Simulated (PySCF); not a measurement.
CH6F2SSi2

```xyz
12

C    -2.4143   -0.2119   -0.2889
Si   -0.6857    0.3337    0.2182
F    -0.3685   -0.2410    1.6954
S     0.7186   -0.5857   -1.1285
Si    2.5834   -0.1844   -0.1674
F     2.6547    1.3930    0.1406
H    -2.4805   -1.2954   -0.3479
H    -3.1496    0.1314    0.4323
H    -2.6861    0.1868   -1.2606
H    -0.4444    1.7566    0.3410
H     3.5948   -0.4676   -1.1575
H     2.6787   -0.8162    1.1298
```

Geometry: GFN2-xTB.

Theory: PySCF, PBE0/pcSseg-1, SCF density, gas phase, non-relativistic.

Q: What will maps of the electron density and electron localisation function show?

A: C–Si (1.88 Å): ρ is about 0.96 e/Å³ halfway; the ELF peaks at about 0.95 between the atoms: a covalent bond.
Si–S (2.15 Å): ρ at the midpoint is about 0.82 e/Å³; the ELF peaks at about 0.90 between the atoms, as expected for a shared electron pair.
C–H (1.09 Å): the density is about 1.9 e/Å³ at the midpoint; the ELF climbs to about 1 towards the hydrogen, as it does in any bond to H; a covalent bond by its length.

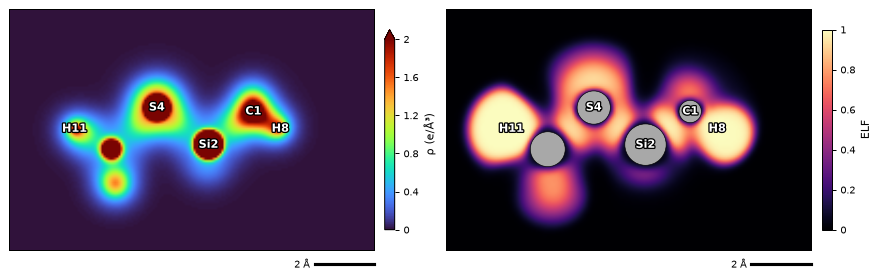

Computed electron density and electron localisation function on the plane of atoms C1, Si2 and S4, in this order. Grey discs cover the atomic cores in the ELF map. 
